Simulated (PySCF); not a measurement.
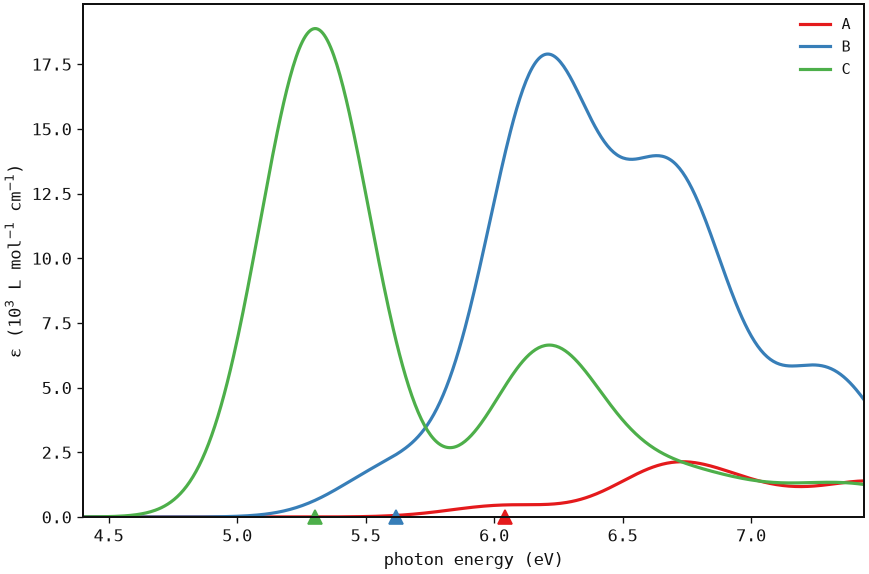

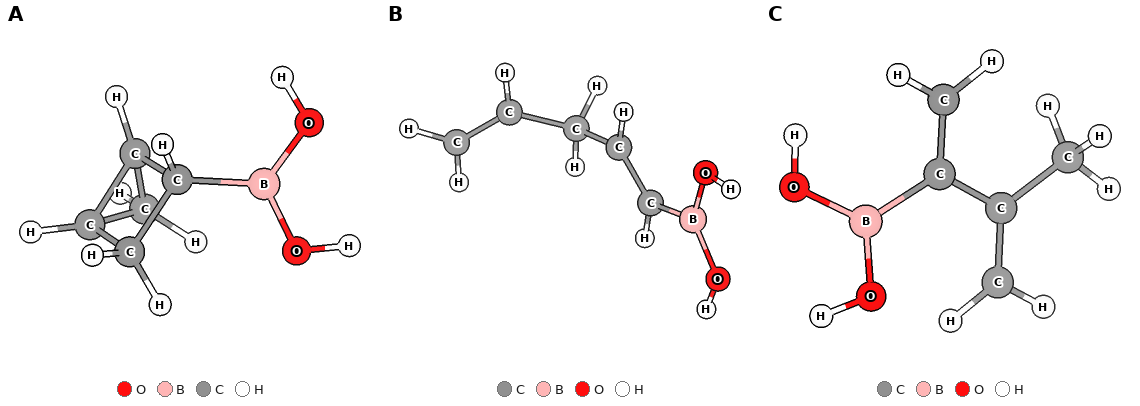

Related molecules: A is C₅H₉BO₂, SMILES OB(O)[C@@H]1C[C@@H]2C[C@@H]21; B is C₅H₉BO₂, SMILES C=CC/C=C/B(O)O; C is C₅H₉BO₂, SMILES C=C(C)C(=C)B(O)O. Vertical TDDFT absorption, B3LYP/def2-SVPD in PySCF, at a PBE0-D3(BJ)/def2-SVP geometry (no frequency check); Gaussians of 1/e half-width 0.30 eV, triangles mark S1, and the range ends where the computed states of one molecule run out.

### How does the lowest singlet move?

A: 6.04 eV (f = 0.008, mainly HOMO → LUMO (97 %)); B: 5.62 eV (f = 0.035, mainly HOMO → LUMO (68 %)); C: 5.30 eV (f = 0.348, mainly HOMO → LUMO (89 %)). From A to B it shifts 0.42 eV to the red. From A to C it shifts 0.74 eV to the red, but one of these states is bright and the other nearly dark, so it isn't one band that moves.

### And the brightest state of each within the range drawn?

A: S2 at 6.67 eV, f = 0.03; B: S2 at 6.18 eV, f = 0.31; C: S1 at 5.30 eV, f = 0.35.

Caveats, for all or some of the runs: core orbitals are frozen in the response; one conformer of a flexible molecule; states above the negative HOMO energy depend on the basis.
